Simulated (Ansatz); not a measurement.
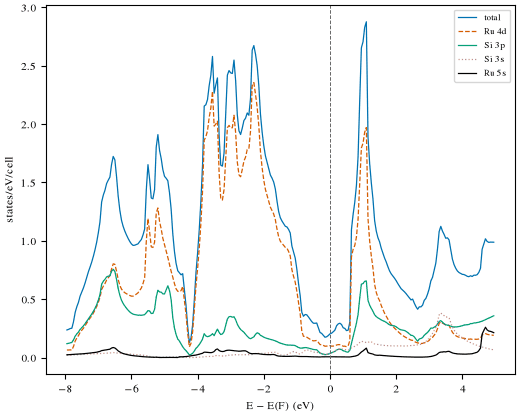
Figure: Total and projected density of states of SiRu (CsCl type, Pm-3m), r²SCAN in the plane-wave PAW code Ansatz

Task: Which orbitals carry the states next to the Fermi level?

Result: Within 0.5 eV of the Fermi level: Ru 4d 46 %, Si 3p 21 %, Si 3s 21 %, outside the projected shells 10 %. Projections are on Löwdin-orthogonalised atomic valence shells; empty p or d shells of many metals are not among them.

Task: Where is the tallest occupied peak in this window, and what makes it?

Result: Near -2.3 eV, about 2.7 states/eV per cell; the largest projected share is Ru 4d.

The first step of the workflow began from a Materials Project structure, measured or hypothetical; the Crystallography Open Database copy checked does not list it. Whether it is the stable phase at ambient conditions was not checked. The r²SCAN relaxation kept the symmetry of its start; its stability against distortions is not shown here. The run is not spin-polarised. Spin–orbit coupling is left out wherever it is not named.

Potentials: the later of the program's two PAW sets.
